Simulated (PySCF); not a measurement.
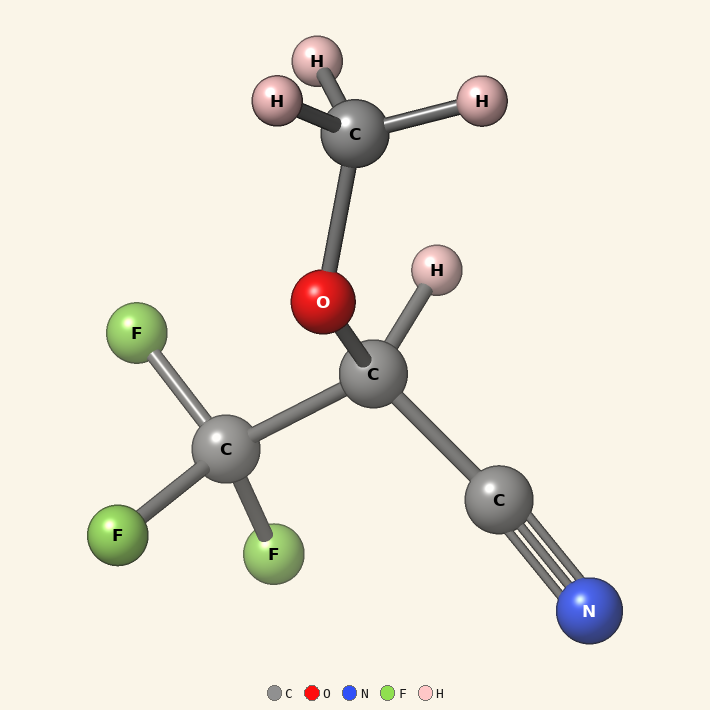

Orthographic view. Atoms fade into the background with distance from the viewer. Geometry: a frame of a GFN2-xTB molecular-dynamics simulation, not a minimum.

### Write the InChI string.

InChI=1S/C4H4F3NO/c1-9-3(2-8)4(5,6)7/h3H,1H3/t3-/m0/s1
